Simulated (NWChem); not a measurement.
**One shape, several levels: C4H10S (diethyl sulfide)**

Aim: a comparison of 4 runs (CAM-B3LYP/6-31G*, B2PLYP/6-31G*, M06-2X/6-31G*, wB97X/6-31G*) of C4H10S (diethyl sulfide). 

Program for the calculation: NWChem 7.3.0.

## (1) The system as given

C4H10S: 15 atoms, total charge 0, spin state singlet. As SMILES, `CCSCC`. The C1–C2 distance was set to 1.970 Å, away from the relaxed value.

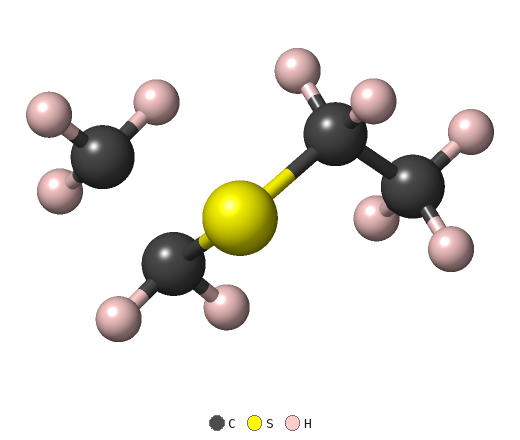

The structure, seen from a chosen angle (carbon dark grey, sulfur yellow, hydrogen pink).

## (2) A single-point energy at CAM-B3LYP/6-31G(d) (spherical functions) (run 1)

mol.nw

```
start mol
title "C4H10S"
memory 2200 mb

geometry noautosym nocenter noautoz
  C     -2.292790     0.334714    -0.029072
  C     -0.909300    -0.781100    -0.878900
  S      0.234800    -1.576900     0.269900
  C      1.046600    -0.160100     1.041900
  C      1.852100     0.706000     0.094600
  H     -2.862290    -0.241786     0.702328
  H     -2.986090     0.722414    -0.780972
  H     -1.856490     1.193714     0.485528
  H     -1.365700    -1.620400    -1.409900
  H     -0.344200    -0.212900    -1.622000
  H      0.307100     0.431800     1.587200
  H      1.697200    -0.614700     1.793500
  H      2.597900     0.111800    -0.436800
  H      1.214400     1.189000    -0.649100
  H      2.367900     1.497700     0.645600
end

basis spherical bse
  * library 6-31G*
end

dft
  xc xcamb88 1.00 lyp 0.81 vwn_5 0.19 hfexch 1.00
  cam 0.33 cam_alpha 0.19 cam_beta 0.46
  grid fine
  convergence energy 1e-08
  direct
  iterations 100
  mulliken
  print low
end

task dft energy
```

Command:

```console
nwchem mol.nw > mol.out
```

The program printed:

```text
[...]
 d= 0,ls=0.0,diis     1   -556.4119034250 -7.88D+02  6.29D-03  4.31D-01     6.8
[...]
 d= 0,ls=0.0,diis    10   -556.4674006725 -1.72D-09  7.68D-07  1.32D-09    69.8
         Total DFT energy =     -556.467400672550
      One electron energy =    -1221.575016509940
           Coulomb energy =      484.428425383775
    Exchange-Corr. energy =      -50.965597922035
 Nuclear repulsion energy =      231.644788375650
[...]
      Total Density - Mulliken Population Analysis
     ---------------------------------------------
    Atom       Charge   Shell Charges
 -----------   ------   -------------------------------------------------------
    1 C    6     6.46   2.00  0.66  2.01  0.69  1.08  0.03
    2 C    6     6.42   2.00  0.66  1.96  0.71  1.05  0.03
    3 S   16    15.90   2.00  2.00  5.97  1.33  3.02  0.50  1.02  0.07
    4 C    6     6.41   2.00  0.66  2.09  0.64  0.98  0.04
    5 C    6     6.44   2.00  0.66  2.14  0.61  1.00  0.04
    6 H    1     0.84   0.52  0.32
    7 H    1     0.85   0.52  0.33
    8 H    1     0.85   0.52  0.33
    9 H    1     0.82   0.52  0.31
   10 H    1     0.83   0.52  0.31
[...]
```

It took 71 s on 1 thread of Intel Xeon Platinum 8488C (Sapphire Rapids), shared host; peak memory 0.12 GiB.

## (3) A single-point energy at B2PLYP/6-31G(d) (spherical functions) (run 2)

c4h10s.nw

```
start c4h10s
memory 2200 mb
charge 0

geometry noautosym nocenter noautoz
  C       -2.292790       0.334714      -0.029072
  C       -0.909300      -0.781100      -0.878900
  S        0.234800      -1.576900       0.269900
  C        1.046600      -0.160100       1.041900
  C        1.852100       0.706000       0.094600
  H       -2.862290      -0.241786       0.702328
  H       -2.986090       0.722414      -0.780972
  H       -1.856490       1.193714       0.485528
  H       -1.365700      -1.620400      -1.409900
  H       -0.344200      -0.212900      -1.622000
  H        0.307100       0.431800       1.587200
  H        1.697200      -0.614700       1.793500
  H        2.597900       0.111800      -0.436800
  H        1.214400       1.189000      -0.649100
  H        2.367900       1.497700       0.645600
end

basis spherical bse
  C library 6-31G*
  S library 6-31G*
  H library 6-31G*
end

dft
  xc hfexch 0.53 becke88 0.47 lyp 0.73 mp2 0.27
  dftmp2 semidirect
  mult 1
  grid fine
  convergence energy 1e-08
  maxiter 100
  mulliken
end

mp2
  freeze core 9
end

task dft energy
```

Command:

```console
nwchem c4h10s.nw > c4h10s.out
```

The program printed:

```text
[...]
          Wavefunction type:  closed shell.
          No. of atoms     :    15
          No. of electrons :    50
[...]
          Charge           :     0
          Spin multiplicity:     1
[...]
          AO basis - number of functions:    94
[...]
              XC Information
              --------------
                     Hartree-Fock (Exact) Exchange  0.530
                    Becke 1988 Exchange Functional  0.470
              Lee-Yang-Parr Correlation Functional  0.730
[...]
 d= 0,ls=0.0,diis     1   -555.9341231578 -7.88D+02  5.79D-03  3.14D-01     4.0
[...]
 d= 0,ls=0.0,diis    10   -555.9853094479 -7.95D-10  3.75D-07  5.55D-10    32.3
         Total DFT energy =     -555.985309447931
      One electron energy =    -1221.361856674181
           Coulomb energy =      484.228947235882
    Exchange-Corr. energy =      -50.497188385282
 Nuclear repulsion energy =      231.644788375650
[...]
      Total Density - Mulliken Population Analysis
     ---------------------------------------------
    Atom       Charge   Shell Charges
 -----------   ------   -------------------------------------------------------
    1 C    6     6.49   2.00  0.66  1.97  0.72  1.11  0.03
    2 C    6     6.45   2.00  0.66  1.93  0.74  1.09  0.04
    3 S   16    15.88   2.00  2.00  5.97  1.33  2.99  0.51  1.02  0.07
    4 C    6     6.44   2.00  0.66  2.05  0.67  1.01  0.05
    5 C    6     6.47   2.00  0.66  2.10  0.64  1.02  0.04
    6 H    1     0.83   0.52  0.30
    7 H    1     0.84   0.52  0.32
    8 H    1     0.84   0.52  0.31
    9 H    1     0.81   0.52  0.29
   10 H    1     0.82   0.52  0.29
[...]
  Basis functions       =     94
[...]
```

Run time: 38 s. Hardware: 1 thread of Intel Xeon Platinum 8488C (Sapphire Rapids), shared host; peak memory 0.29 GiB.

Run 3 isn't shown in full; the table further down has it.

## (4) A single-point energy at wB97X/6-31G(d) (spherical functions) (run 4)

c4h10s.nw

```
start c4h10s
title "C4H10S wB97X"
memory 2200 mb
charge 0

geometry units bohr noautosym nocenter noautoz
 C  -4.33274516  0.63251779 -0.05493812
 C  -1.71832797 -1.47606508 -1.66088029
 S   0.44370769 -2.97990913  0.51003708
 C   1.97778736 -0.30254515  1.96890565
 C   3.49996176  1.33414664  0.17876809
 H  -5.40894419 -0.45690932  1.32720757
 H  -5.64289228  1.36516461 -1.47582319
 H  -3.50825765  2.25579253  0.91751495
 H  -2.58079897 -3.06211221 -2.66432486
 H  -0.65044373 -0.40232269 -3.06513577
 H   0.58033489  0.81598374  2.99937331
 H   3.20724318 -1.16161465  3.38922380
 H   4.90931950  0.21127138 -0.82543237
 H   2.29488341  2.24688436 -1.22662123
 H   4.47468249  2.83024282  1.22000719
end

basis spherical bse
 * library 6-31G*
end

dft
 xc wb97x
 grid fine
 convergence energy 1e-08
 maxiter 100
 mulliken
end

task dft energy
```

Command:

```console
nwchem c4h10s.nw > c4h10s.out
```

The program printed:

```text
[...]
          Wavefunction type:  closed shell.
          No. of atoms     :    15
          No. of electrons :    50
[...]
          Charge           :     0
          Spin multiplicity:     1
[...]
          AO basis - number of functions:    94
[...]
              XC Information
              --------------
                       wb97x  Method XC Functional
                     Hartree-Fock (Exact) Exchange  1.000
                         wb97x Exchange Functional  1.000
                      wb97x Correlation Functional  1.000
[...]
 d= 0,ls=0.0,diis     1   -556.4662685073 -7.88D+02  5.48D-03  3.70D-01     7.3
[...]
 d= 0,ls=0.0,diis    10   -556.5177365321 -7.37D-09  5.75D-07  8.82D-10    75.4
         Total DFT energy =     -556.517736532138
      One electron energy =    -1221.511190392592
           Coulomb energy =      484.357983373120
    Exchange-Corr. energy =      -51.009301131575
 Nuclear repulsion energy =      231.644771618909
[...]
      Total Density - Mulliken Population Analysis
     ---------------------------------------------
    Atom       Charge   Shell Charges
 -----------   ------   -------------------------------------------------------
    1 C    6     6.50   2.00  0.65  2.00  0.70  1.12  0.03
    2 C    6     6.45   2.00  0.65  1.95  0.72  1.10  0.03
    3 S   16    15.90   2.00  2.00  5.97  1.31  3.03  0.52  1.01  0.07
    4 C    6     6.44   2.00  0.65  2.07  0.66  1.02  0.04
    5 C    6     6.48   2.00  0.66  2.12  0.63  1.04  0.04
    6 H    1     0.82   0.52  0.30
    7 H    1     0.83   0.52  0.31
    8 H    1     0.84   0.52  0.32
    9 H    1     0.81   0.52  0.29
   10 H    1     0.82   0.52  0.30
[...]
```

It took 76 s on 1 thread of Intel Xeon Platinum 8488C (Sapphire Rapids), shared host; peak memory 0.12 GiB.

## (5) Overview of the runs

| run | level | frozen core orbitals | energy (Eh) | wall time |
| --- | --- | --- | --- | --- |
| 1 | CAM-B3LYP/6-31G* (spherical functions) | – | -556.467401 | 71 s |
| 2 | B2PLYP/6-31G* (spherical functions) | 9 | -556.201247 | 38 s |
| 3 | M06-2X/6-31G* (spherical functions) | – | -556.450695 | 41 s |
| 4 | wB97X/6-31G* (spherical functions) | – | -556.517737 | 76 s |

## (6) Results

```
            quantity          value
 run 4: total energy  -556.51774 Eh
run 4: dipole moment         1.75 D
  run 4: HOMO energy       -8.38 eV
  run 4: LUMO energy        3.25 eV
run 4: HOMO–LUMO gap       11.63 eV
```

In words: Over runs 2, 3, 4 the dipole moment (its size) runs from 1.68 D (M06-2X/6-31G*) to 1.75 D (wB97X/6-31G*). Over runs 2, 3, 4 the HOMO–LUMO gap runs from 9.08 eV (M06-2X/6-31G*) to 11.63 eV (wB97X/6-31G*). Totals of different functionals can't be ranked against each other. All runs together took 3.8 min, the longest 76 s.
